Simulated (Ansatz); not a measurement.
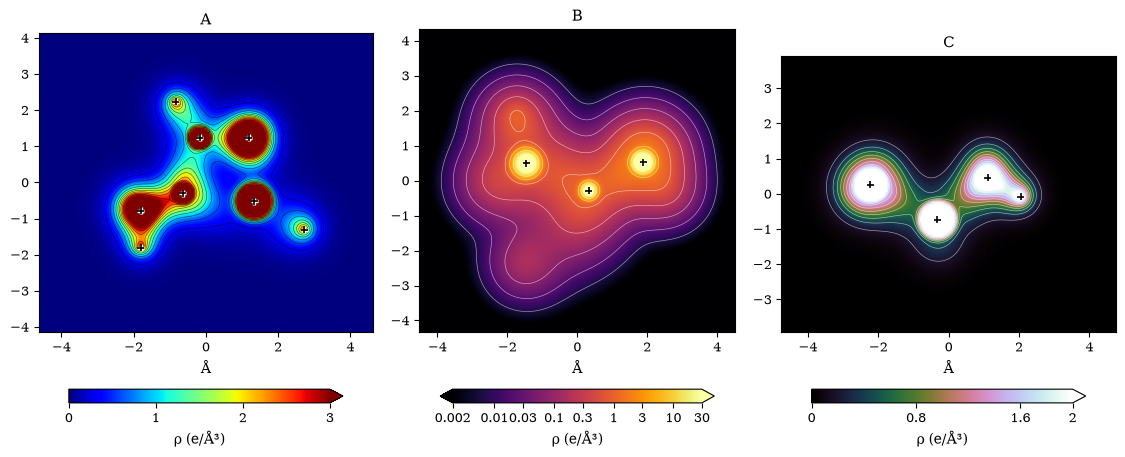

The electron density of 3 systems, each on a plane through atoms (crosses mark nuclei in the plane).

All numbers below come from RKS PBE0-D4/def2-TZVPP in Ansatz.

System 1: BH₅SSi₂ (SMILES SB1[SiH2][SiH2]1), the plane of atoms S1, B2 and Si3. Geometry: PBE0-D4/def2-TZVP.

```yaml
atoms:
  - { symbol: S, position_ang: [-1.0892, 0.9978, -2.0061] }
  - { symbol: B, position_ang: [-0.5340, 0.5928, -0.3903] }
  - { symbol: Si, position_ang: [1.2793, 0.6749, 0.3411] }
  - { symbol: Si, position_ang: [-0.3422, -1.0318, 0.6726] }
  - { symbol: H, position_ang: [-2.1193, 0.1384, -2.1443] }
  - { symbol: H, position_ang: [1.4849, 1.1476, 1.7321] }
  - { symbol: H, position_ang: [2.5017, 0.7938, -0.4932] }
  - { symbol: H, position_ang: [-0.5381, -0.9616, 2.1413] }
  - { symbol: H, position_ang: [-0.5545, -2.3981, 0.1298] }
```

System 2: CH₃AlBNO, the molecular plane. Geometry: PBE0-D4/def2-TZVP.

```yaml
atoms:
  - { symbol: N, position_ang: [-0.5111, 1.8847, -0.1290] }
  - { symbol: C, position_ang: [-0.1937, 0.6640, -0.0417] }
  - { symbol: B, position_ang: [1.1626, -0.0702, -0.4986] }
  - { symbol: O, position_ang: [1.0120, -1.3862, -0.1891] }
  - { symbol: Al, position_ang: [-0.6079, -1.2104, 0.4868] }
  - { symbol: H, position_ang: [-1.4442, 2.0756, 0.2436] }
  - { symbol: H, position_ang: [2.1434, 0.3846, -1.0117] }
  - { symbol: H, position_ang: [-1.4689, -2.3991, 1.0839] }
```

System 3: CH₆S₂Si, the plane of atoms Si2, C1 and H6. Geometry: PBE0-D4/def2-TZVP.

```yaml
atoms:
  - { symbol: C, position_ang: [-0.3160, 1.3553, -0.4498] }
  - { symbol: Si, position_ang: [0.3160, -0.3652, -0.7700] }
  - { symbol: S, position_ang: [1.4767, -1.1232, 0.8748] }
  - { symbol: S, position_ang: [0.0111, -1.0560, 2.3276] }
  - { symbol: H, position_ang: [0.5129, 2.0510, -0.3059] }
  - { symbol: H, position_ang: [-0.9169, 1.6990, -1.2961] }
  - { symbol: H, position_ang: [-0.9426, 1.3688, 0.4441] }
  - { symbol: H, position_ang: [-0.8071, -1.3047, -1.0271] }
  - { symbol: H, position_ang: [1.2632, -0.3974, -1.9181] }
  - { symbol: H, position_ang: [-0.5141, -2.2788, 2.1234] }
```

> Which map belongs to which system?

Panel A is system 2, CH₃AlBNO: the plane holds N, C, B, O, Al and H. C–N (1.26 Å): the density is about 2.9 e/Å³ at the midpoint. Panel B is system 1, BH₅SSi₂: the plane holds S, B and Si. B–S (1.76 Å): the density is about 1.3 e/Å³ at the midpoint. Panel C is system 3, CH₆S₂Si: the plane holds C, Si, S and H. C–Si (1.86 Å): ρ is about 0.99 e/Å³ halfway.
